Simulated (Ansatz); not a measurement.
# C₂H₆FNSi: basis-set convergence

How large a basis does C₂H₆FNSi need? Two functionals are run in growing sets.

Computed with Ansatz 0.2.0, Gaussian basis. Level: one geometry, several basis sets.

The runs, in order: PBE0-D4/def2-SVP; ωB97M-V/def2-SVP; PBE0-D4/def2-QZVPP; ωB97M-V/def2-QZVPP; the functionals' def2-TZVPP values are taken from earlier runs.

**1. The relaxed structure**

The geometry comes from an earlier relaxation with PBE0-D4 in a triple-zeta def2 set; it is a stationary point, not always the lowest conformer.

SMILES `C/C(F)=N/[SiH3]`, 11 atoms, charge 0, spin multiplicity 1.

Atoms are counted from 1 here; the program's logs count them from 0.

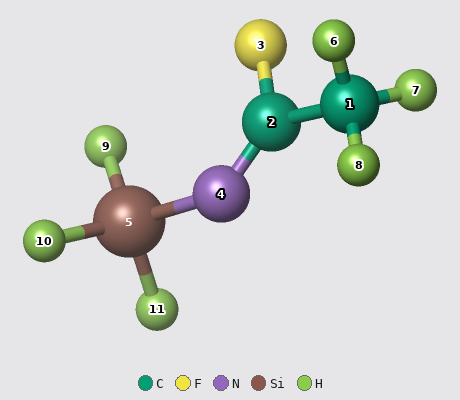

The geometry (carbon teal, fluorine yellow, nitrogen purple, silicon brown, hydrogen green); atoms are numbered from 1 in the order of the file.

Coordinates:

```
C    -1.4168   -0.1031    1.4483
C    -0.2752    0.1812    0.5432
F     0.4548    1.2234    1.0329
N     0.0226   -0.4006   -0.5075
Si    1.3231   -0.1471   -1.6260
H    -2.0442    0.7865    1.5406
H    -1.0444   -0.3411    2.4474
H    -2.0008   -0.9332    1.0602
H     2.2531    0.9577   -1.2713
H     0.7092    0.1382   -2.9463
H     2.0839   -1.4187   -1.7009
```

**2. PBE0-D4 in def2-SVP**

Input file in.yaml:

```yaml
crystal:
  periodic: [false, false, false]
  atoms:
    - {symbol: C, position_ang: [-1.416793, -0.103127, 1.448306]}
    - {symbol: C, position_ang: [-0.275188, 0.181196, 0.543197]}
    - {symbol: F, position_ang: [0.454776, 1.223450, 1.032894]}
    - {symbol: N, position_ang: [0.022640, -0.400635, -0.507477]}
    - {symbol: Si, position_ang: [1.323120, -0.147100, -1.626022]}
    - {symbol: H, position_ang: [-2.044211, 0.786463, 1.540579]}
    - {symbol: H, position_ang: [-1.044414, -0.341069, 2.447432]}
    - {symbol: H, position_ang: [-2.000802, -0.933187, 1.060234]}
    - {symbol: H, position_ang: [2.253102, 0.957682, -1.271294]}
    - {symbol: H, position_ang: [0.709237, 0.138218, -2.946311]}
    - {symbol: H, position_ang: [2.083932, -1.418690, -1.700939]}
basis:
  gaussian: {orbitals: def2-SVP}
hamiltonian: {xc: pbe0, dispersion: d4}
output: {orbitals: {seedname: orbitals}}
```

Command:

```console
ansatz run in.yaml --threads 4 --pin off --events-out ev --progress --plain --max-ram 10444MiB
```

Output:

```text
Functional definition: PBE0
  name "PBE0"
  cite "Adamo & Barone, J. Chem. Phys. 110, 6158 (1999) doi:10.1063/1.478522"
  cite "Perdew, Burke & Ernzerhof, Phys. Rev. Lett. 77, 3865 (1996) doi:10.1103/PhysRevLett.77.3865"
  parent pbe
  parameter a = 0.25
  parameter kappa = 0.804
  parameter beta = 0.06672455060314922
  exchange = (1 - a)*pbe_x(kappa = kappa, mu = beta*pi^2/3) + a*exact_x
  correlation = pbe_c(beta = beta)
1180 factors; their error is unknown
mean field evaluation 1: about -14233.1043 eV, gradient 5.3e1 eV
mean field evaluation 2: about -14227.2097 eV, gradient 7.2e1 eV
mean field evaluation 4: about -14238.8759 eV, gradient 2.5e0 eV
mean field evaluation 8: about -14238.8885 eV, gradient 3.8e-2 eV
mean field evaluation 16: about -14238.9336 eV, gradient 1.9e-5 eV
mean field -14238.93359035 eV, -523.2711579495 hartree, gradient 1.9e-5 eV, S^2 0.000000; 0 other end points of the search recorded, 0 dependent functions left out
reference -14238.93361927 eV, -523.2711590123 hartree; 24, 24 occupied and 80, 80 virtual orbitals, 1180 factors
Total energy: -14239.10518288 eV, -523.2774638586 hartree
```

Wall time 0.6 s (4 threads of Intel Xeon 6975P-C, shared host).

**3. ωB97M-V in def2-SVP**

in.yaml: that of step 2 with these lines changed.

```diff
@@ -16,3 +16,3 @@
   gaussian: {orbitals: def2-SVP}
-hamiltonian: {xc: pbe0, dispersion: d4}
+hamiltonian: {xc: {name: wB97M-V}}
 output: {orbitals: {seedname: orbitals}}
```

Same command.

Output (excerpt; [...] marks lines left out):

```text
Functional definition: wB97M-V
  name "wB97M-V"
  cite "Mardirossian & Head-Gordon, J. Chem. Phys. 144, 214110 (2016) doi:10.1063/1.4952647"
  cite "Becke, J. Chem. Phys. 107, 8554 (1997) doi:10.1063/1.475007"
  cite "Vydrov & Van Voorhis, J. Chem. Phys. 133, 244103 (2010) doi:10.1063/1.3521275"
  # Of w^i u^j: cxij and so on, Table III.
[...]
  gx(w, u) = 1 - cx + cx01*u + cx10*w
  gss(w, u) = css00 + css04*u^4 + css10*w + css20*w^2 + css43*w^4*u^3
  gos(w, u) = cos00 + cos10*w + (cos20 + cos21*u)*w^2 + (cos60 + cos61*u)*w^6
[...]
      + integral(e_c_pw_mod_opposite_spin*gos(b97_w_opposite, b97_u_opposite)) + vv10(b, c)
1180 factors; their error is unknown
303 factors; integrals over basis functions are off by at most 8.2e-6 eV
[...]
mean field -14246.06262493 eV, -523.5331451380 hartree, gradient 2.0e-5 eV, S^2 0.000000; 0 other end points of the search recorded, 0 dependent functions left out
reference -14246.06266814 eV, -523.5331467261 hartree; 24, 24 occupied and 80, 80 virtual orbitals, 1180 factors
Total energy: -14246.06266814 eV, -523.5331467261 hartree
```

Wall time 1.6 s (4 threads of Intel Xeon 6975P-C, shared host); peak memory 0.32 GiB.

**4. PBE0-D4 in def2-QZVPP**

in.yaml: that of step 3 with these lines changed.

```diff
@@ -15,4 +15,4 @@
 basis:
-  gaussian: {orbitals: def2-SVP}
-hamiltonian: {xc: {name: wB97M-V}}
+  gaussian: {orbitals: "def2-QZVPP.json"}
+hamiltonian: {xc: pbe0, dispersion: d4}
 output: {orbitals: {seedname: orbitals}}
```

Same command.

Output:

```text
Functional definition: PBE0
  name "PBE0"
  cite "Adamo & Barone, J. Chem. Phys. 110, 6158 (1999) doi:10.1063/1.478522"
  cite "Perdew, Burke & Ernzerhof, Phys. Rev. Lett. 77, 3865 (1996) doi:10.1103/PhysRevLett.77.3865"
  parent pbe
  parameter a = 0.25
  parameter kappa = 0.804
  parameter beta = 0.06672455060314922
  exchange = (1 - a)*pbe_x(kappa = kappa, mu = beta*pi^2/3) + a*exact_x
  correlation = pbe_c(beta = beta)
1461 factors; their error is unknown
mean field evaluation 1: about -14241.6255 eV, gradient 6.5e1 eV
mean field evaluation 2: about -14233.4165 eV, gradient 8.5e1 eV
mean field evaluation 4: about -14249.7369 eV, gradient 4.5e0 eV
mean field evaluation 8: about -14249.7760 eV, gradient 1.7e-1 eV
mean field evaluation 16: about -14249.7853 eV, gradient 1.1e-4 eV
mean field -14249.78528578 eV, -523.6699504011 hartree, gradient 1.1e-5 eV, S^2 0.000000; 0 other end points of the search recorded, 0 dependent functions left out
reference -14249.78532898 eV, -523.6699519887 hartree; 24, 24 occupied and 454, 454 virtual orbitals, 1461 factors
Total energy: -14249.95689259 eV, -523.6762568350 hartree
```

Run time: 4 s. Hardware: 4 threads of Intel Xeon 6975P-C, shared host; peak memory 1.6 GiB.

**5. ωB97M-V in def2-QZVPP**

in.yaml: that of step 4 with these lines changed.

```diff
@@ -16,3 +16,3 @@
   gaussian: {orbitals: "def2-QZVPP.json"}
-hamiltonian: {xc: pbe0, dispersion: d4}
+hamiltonian: {xc: {name: wB97M-V}}
 output: {orbitals: {seedname: orbitals}}
```

The command is unchanged.

Output (excerpt; [...] marks lines left out):

```text
Functional definition: wB97M-V
  name "wB97M-V"
  cite "Mardirossian & Head-Gordon, J. Chem. Phys. 144, 214110 (2016) doi:10.1063/1.4952647"
  cite "Becke, J. Chem. Phys. 107, 8554 (1997) doi:10.1063/1.475007"
  cite "Vydrov & Van Voorhis, J. Chem. Phys. 133, 244103 (2010) doi:10.1063/1.3521275"
  # Of w^i u^j: cxij and so on, Table III.
[...]
  gx(w, u) = 1 - cx + cx01*u + cx10*w
  gss(w, u) = css00 + css04*u^4 + css10*w + css20*w^2 + css43*w^4*u^3
  gos(w, u) = cos00 + cos10*w + (cos20 + cos21*u)*w^2 + (cos60 + cos61*u)*w^6
[...]
      + integral(e_c_pw_mod_opposite_spin*gos(b97_w_opposite, b97_u_opposite)) + vv10(b, c)
1441 factors; their error is unknown
366 factors; integrals over basis functions are off by at most 1.0e-5 eV
[...]
mean field -14257.15712982 eV, -523.9408606728 hartree, gradient 3.5e-5 eV, S^2 0.000000; 0 other end points of the search recorded, 0 dependent functions left out
reference -14257.15719811 eV, -523.9408631822 hartree; 24, 24 occupied and 454, 454 virtual orbitals, 1441 factors
Total energy: -14257.15719811 eV, -523.9408631822 hartree
```

Wall time 9 s (4 threads of Intel Xeon 6975P-C, shared host); peak memory 1.9 GiB.

**6. Density functionals: the series**

The def2-TZVPP values come from earlier runs at the same geometry.

```csv
functional,basis,functions,energy (eV),from the largest (eV),HOMO (eV),LUMO (eV)
PBE0-D4,def2-SVP,104,-14239.1052,10.852,-7.76,-0.23
PBE0-D4,def2-TZVPP,250,-14249.3432,0.614,-7.89,-0.38
PBE0-D4,def2-QZVPP,478,-14249.9569,0.000,-7.92,-0.43
ωB97M-V,def2-SVP,104,-14246.0627,11.095,-10.05,2.00
ωB97M-V,def2-TZVPP,250,-14256.5851,0.572,-10.22,1.81
ωB97M-V,def2-QZVPP,478,-14257.1572,0.000,-10.24,1.55
```

**7. Summary of results**

| quantity | value |
| --- | --- |
| PBE0-D4: double and triple zeta above quadruple | 10.85, 0.61 eV |
| ωB97M-V: double and triple zeta above quadruple | 11.09, 0.57 eV |

In words: For PBE0-D4 the step from double to triple zeta gains 10.24 eV and the next only 0.61 eV. These are total energies; as a rule much of such shifts cancels in differences, which this series doesn't test.

For PBE0-D4 the largest set took about 7 times as long as the smallest (4 s against 0.6 s).
